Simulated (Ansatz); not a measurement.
Consider KSrYWO6 (F-43m).

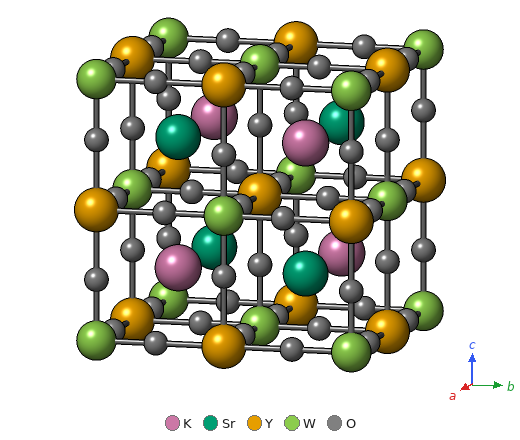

The structure (potassium pink, strontium teal, yttrium orange, tungsten green, oxygen grey). Some periodic images of atoms are drawn too.

```
K Sr Y W O
1.0
     0.00000    4.19349    4.19349
     4.19349    0.00000    4.19349
     4.19349    4.19349    0.00000
K Sr Y W O
1 1 1 1 6
Direct
  0.25000 0.25000 0.25000
  0.75000 0.75000 0.75000
  0.50000 0.50000 0.50000
  0.00000 0.00000 0.00000
  0.76724 0.23276 0.23276
  0.23276 0.76724 0.76724
  0.76724 0.76724 0.23276
  0.23276 0.23276 0.76724
  0.23276 0.76724 0.23276
  0.76724 0.23276 0.76724
```

The cell and positions are those that the Materials Project relaxed with its own functionals (PBE, PBE+U or r2SCAN), kept fixed. At the settings of the band run the largest force is still 0.43 eV/Å. Spin-orbit coupling is left out unless a run names it.

Gaps computed with Ansatz 0.2.0 without a self-energy: LDA 2.33 eV, PBE 2.46 eV and HSE06 3.79 eV. The mean ε∞ by PBE perturbation theory is 4.57.

**Question.** Estimate the G0W0@PBE gap with 4×4×4 mesh, 808 empty bands, screening to 180 eV, PAW set soft_1 files.

About 3.80 eV: on its mesh the run moves the gap from 2.46 eV by +1.33 eV. Among the scalar-relativistic levels given, HSE06 is nearest (−0.01 eV). One-shot corrections scale roughly with one over ε∞, here 0.22. Bands and cutoff are finite, so the gap is not at the basis limit. The miss can reach some tenths of an eV and take either sign; the mesh is an error of its own. The many-body steps are scalar-relativistic: spin-orbit coupling is not in them.

[Paths, hosts, dates, memory and timing lines, banners, echoed tables and standing remarks are left out of the program output.]

[Logs are printed without paths, hosts, clocks, repeated set-up lines and the standing remarks that a program may print on its own settings, such as how far it seeks lower states.]

[Runs of the session that timed out or met a known fault of the program may be left out.]

[Cells called generated may have been cut or substituted from an entry of the Crystallography Open Database or the Materials Project.]

[Hosts, paths, dates, database ids (printed as entryN), source tags and the programs' standing remarks are cut or masked in the printed files.]
